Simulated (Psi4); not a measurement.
# C2F3 (trifluorovinyl radical): UHF/3-21G

What is the vertical electron affinity of C2F3 (trifluorovinyl radical) at UHF/3-21G? 

Program for the calculation: Psi4 1.11.

## 1. Starting point

The species is C2F3 (5 atoms), meant as a doublet with charge 0. SMILES: `F[C]=C(F)F`. The shape is that of a PBE0-D4/def2-TZVP optimisation.

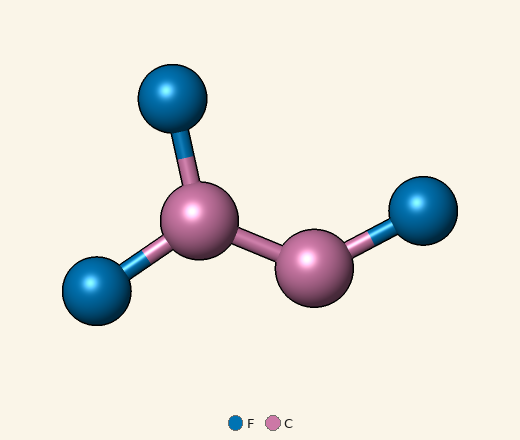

The structure, seen from a chosen angle (fluorine blue, carbon pink).

## 2. Energy and forces at UHF/3-21G

Contents of job.json:

```json
{
  "schema_name": "qcschema_input",
  "schema_version": 1,
  "molecule": {
    "schema_name": "qcschema_molecule",
    "schema_version": 2,
    "symbols": ["F", "C", "C", "F", "F"],
    "geometry": [1.09173258, -1.95297526, 2.85552735, 0.95797776, 0.07339696, 1.48479561, -0.23905035, 0.46838752, -0.64855401, -1.60365938, -1.22921015, -1.85319772, -0.2070006, 2.64040093, -1.83855234],
    "molecular_charge": 0,
    "molecular_multiplicity": 2,
    "fix_symmetry": "c1"
  },
  "driver": "gradient",
  "model": {
    "method": "scf",
    "basis": "3-21G"
  },
  "keywords": {
    "reference": "uhf",
    "puream": true,
    "e_convergence": 1e-09,
    "d_convergence": 1e-08,
    "scf_type": "pk",
    "maxiter": 100
  }
}
```

The run is started by

```console
$ psi4 --qcschema job.json -n 1 --memory 2200MB
```

stdout:

```text
[...]
  Running in c1 symmetry.
[...]
  Nuclear repulsion =  163.403943947903571
[...]
  Multiplicity = 2
[...]
  Nalpha       = 20
  Nbeta        = 19
[...]
    Number of basis functions: 45
[...]
   @UHF iter   1:  -371.81329773383908   -5.63494e-01   7.68370e-03 ADIIS/DIIS
[...]
   @UHF iter  18:  -371.89073624991767   -3.97904e-13   4.10992e-09 DIIS
[...]
   @S^2 Observed:                9.824342955E-01
[...]
    Orbital Energies [Eh]
    ---------------------
    Alpha Occupied:
       1A    -26.242673     2A    -26.230733     3A    -26.230340
       4A    -11.381650     5A    -11.337565     6A     -1.711751
       7A     -1.693670     8A     -1.644995     9A     -1.115479
      10A     -0.879229    11A     -0.824853    12A     -0.808163
      13A     -0.774014    14A     -0.739246    15A     -0.736549
      16A     -0.685612    17A     -0.673604    18A     -0.659958
      19A     -0.511171    20A     -0.434064
    Alpha Virtual:
      21A      0.192643    22A      0.268543    23A      0.396944
      24A      0.592711    25A      0.634444    26A      0.867704
[...]
  @UHF Final Energy:  -371.89073624991767
   => Energetics <=
    Nuclear Repulsion Energy =            163.4039439479035707
    One-Electron Energy =                -840.7012187654025865
    Two-Electron Energy =                 305.4065385675813218
    Total Energy =                       -371.8907362499176656
  UHF NO Occupations:
  HONO-2 :   18  A 1.9979211
  HONO-1 :   19  A 1.8813492
[...]
 Multipole Moments:
 ------------------------------------------------------------------------------------
     Multipole            Electronic (a.u.)      Nuclear  (a.u.)        Total (a.u.)
 ------------------------------------------------------------------------------------
 L = 1.  Multiply by 2.5417464519 to convert [e a0] to [Debye]
 Dipole X            :         -0.0888661            0.2658599            0.1769939
 Dipole Y            :         -0.0411744            0.2003523            0.1591779
 Dipole Z            :         -0.1181010            0.3092400            0.1911391
 Magnitude           :                                                    0.3052844
[...]
  -Total Gradient:
     Atom            X                  Y                   Z
    ------   -----------------  -----------------  -----------------
       1       -0.001999177323     0.031919798172    -0.021425412975
       2       -0.000566836621    -0.032856904853     0.017874082334
       3       -0.008935972923     0.007428762104    -0.018486176952
       4        0.013144952090     0.017010869811     0.011229588577
       5       -0.001642965223    -0.023502525234     0.010807919016
[...]
```

The result, in JSON:

```text
{
 "driver": "gradient",
 "model": {
  "method": "scf",
  "basis": "3-21G"
 },
 "success": true,
 "return_result": [-0.0019991773230765425, 0.03191979817157076, -0.021425412974564018, -0.0005668366210622999, -0.032856904852640145, 0.017874082333540306, -0.008935972923024695, 0.007428762103500339, -0.018486176952474898, 0.013144952089892914, 0.01701086981113914, 0.011229588577324645, -0.0016429652230576667, -0.023502525233643545, 0.010807919016276812],
 "properties": {
  "calcinfo_nbasis": 45,
  "calcinfo_nmo": 45,
  "calcinfo_nalpha": 20,
  "calcinfo_nbeta": 19,
  "calcinfo_natom": 5,
  "nuclear_repulsion_energy": 163.40394394790357,
  "return_energy": -371.89073624991767,
  "return_gradient": [-0.0019991773230765425, 0.03191979817157076, -0.021425412974564018, -0.0005668366210622999, -0.032856904852640145, 0.017874082333540306, -0.008935972923024695, 0.007428762103500339, -0.018486176952474898, 0.013144952089892914, 0.01701086981113914, 0.011229588577324645, -0.0016429652230576667, -0.023502525233643545, 0.010807919016276812],
  "scf_one_electron_energy": -840.7012187654026,
  "scf_two_electron_energy": 305.4065385675813,
  "scf_dipole_moment": [0.17699386659163918, 0.1591779414458761, 0.19113907073776715],
  "scf_total_energy": -371.89073624991767,
  "scf_total_gradient": [-0.0019991773230765425, 0.03191979817157076, -0.021425412974564018, -0.0005668366210622999, -0.032856904852640145, 0.017874082333540306, -0.008935972923024695, 0.007428762103500339, -0.018486176952474898, 0.013144952089892914, 0.01701086981113914, 0.011229588577324645, -0.0016429652230576667, -0.023502525233643545, 0.010807919016276812],
  "scf_iterations": 18
 }
}
```

Wall time 1.5 s (1 thread of Intel Xeon 6975P-C (Granite Rapids), shared host); peak memory 0.19 GiB.

## 3. The singlet anion: a single-point energy at HF/3-21G

Contents of c2f3.xyz:

```xyz
5
C2F3
F      0.577720    -1.033470     1.511080
C      0.506940     0.038840     0.785720
C     -0.126500     0.247860    -0.343200
F     -0.848620    -0.650470    -0.980670
F     -0.109540     1.397240    -0.972920
```

Contents of run.py:

```python
import psi4

psi4.set_memory('2200 MB')
psi4.set_num_threads(1)
psi4.core.set_output_file('c2f3.out', False)

with open('c2f3.xyz') as f:
    atoms = ''.join(f.readlines()[2:])
molecule = psi4.geometry('-1 1\n' + atoms + 'symmetry c1')

psi4.set_options({
    'basis': '3-21G',
    'reference': 'rhf',
    'puream': True,
    'e_convergence': 1e-09,
    'd_convergence': 1e-08,
    'scf_type': 'pk',
})

energy_value, wavefunction = psi4.energy('hf', molecule=molecule, return_wfn=True)
psi4.oeprop(wavefunction, 'QUADRUPOLE', 'MAYER_INDICES', 'LOWDIN_CHARGES', title='HF')
print(f'total energy {energy_value:.8f} hartree = {energy_value * 27.211386:.5f} eV')
```

The run is started by

```console
$ python run.py
```

c2f3.out:

```text
[...]
  Running in c1 symmetry.
[...]
  Nuclear repulsion =  163.403943792540275
[...]
  Multiplicity = 1
[...]
  Nalpha       = 20
  Nbeta        = 20
[...]
    Number of basis functions: 45
[...]
   @RHF iter   1:  -371.79342918706749   -5.43626e-01   8.76487e-03 DIIS/ADIIS
[...]
   @RHF iter  12:  -371.87416854045898   -4.54747e-12   9.39112e-09 DIIS
[...]
    Orbital Energies [Eh]
    ---------------------
    Doubly Occupied:
       1A    -25.953817     2A    -25.939898     3A    -25.919334
       4A    -11.052154     5A    -10.917741     6A     -1.437718
       7A     -1.377927     8A     -1.371080     9A     -0.764380
      10A     -0.598204    11A     -0.528599    12A     -0.511594
      13A     -0.504354    14A     -0.435540    15A     -0.429838
      16A     -0.425733    17A     -0.395513    18A     -0.388640
      19A     -0.081696    20A     -0.051778
[...]
  @RHF Final Energy:  -371.87416854045898
   => Energetics <=
    Nuclear Repulsion Energy =            163.4039437925402751
    One-Electron Energy =                -852.3851492693013370
    Two-Electron Energy =                 317.1070369363020518
    Total Energy =                       -371.8741685404589816
[...]
 Multipole Moments:
 ------------------------------------------------------------------------------------
     Multipole            Electronic (a.u.)      Nuclear  (a.u.)        Total (a.u.)
 ------------------------------------------------------------------------------------
 L = 1.  Multiply by 2.5417464519 to convert [e a0] to [Debye]
 Dipole X            :         -0.8944117            0.2658599           -0.6285518
 Dipole Y            :         -0.5847055            0.2003523           -0.3843531
 Dipole Z            :         -1.0913230            0.3092400           -0.7820830
 Magnitude           :                                                    1.0744573
 L = 2.  Multiply by 1.3450342976 to convert [e a0^2] to [Debye ang]
 Quadrupole XX       :        -61.9352930           39.9898107          -21.9454823
 Quadrupole XY       :          5.6806993           -6.7055650           -1.0248656
[...]
```

Standard output:

```text
total energy -371.87416854 hartree = -10119.21154 eV
```

Wall time 1.3 s (1 thread of Intel Xeon 6975P-C (Granite Rapids), shared host); peak memory 0.18 GiB.

## 4. Results

Level: UHF/3-21G.

```
                                                            quantity          value
                                          doublet C2F3: total energy  -371.89074 Eh
                                         doublet C2F3: dipole moment         0.78 D
                    doublet C2F3: HOMO energy (highest over α and β)      -11.03 eV
                     doublet C2F3: LUMO energy (lowest over α and β)        2.05 eV
                                                  doublet C2F3: ⟨S²⟩          0.982
                              doublet C2F3: largest force on an atom     1.980 eV/Å
                                         singlet anion: total energy  -371.87417 Eh
                                          singlet anion: HOMO energy       -1.41 eV
                                          singlet anion: LUMO energy       13.92 eV
singlet anion: HOMO–LUMO gap (to an unbound level, set by the basis)       15.33 eV
                   vertical electron affinity (to the singlet anion)      -0.451 eV
```

**Reading.** The anion lies 0.45 eV (10.4 kcal/mol) above the neutral: the electron isn't bound at this level, and such a value depends on the basis. Without diffuse functions anions come out too high. Hartree–Fock misses the correlation that binds many anions. The largest force (doublet C2F3) is 1.98 eV/Å: the shape isn't a stationary point for this species at this level. ⟨S²⟩ (doublet C2F3) is 0.98 where a pure doublet has 0.75: the reference is spin-contaminated.
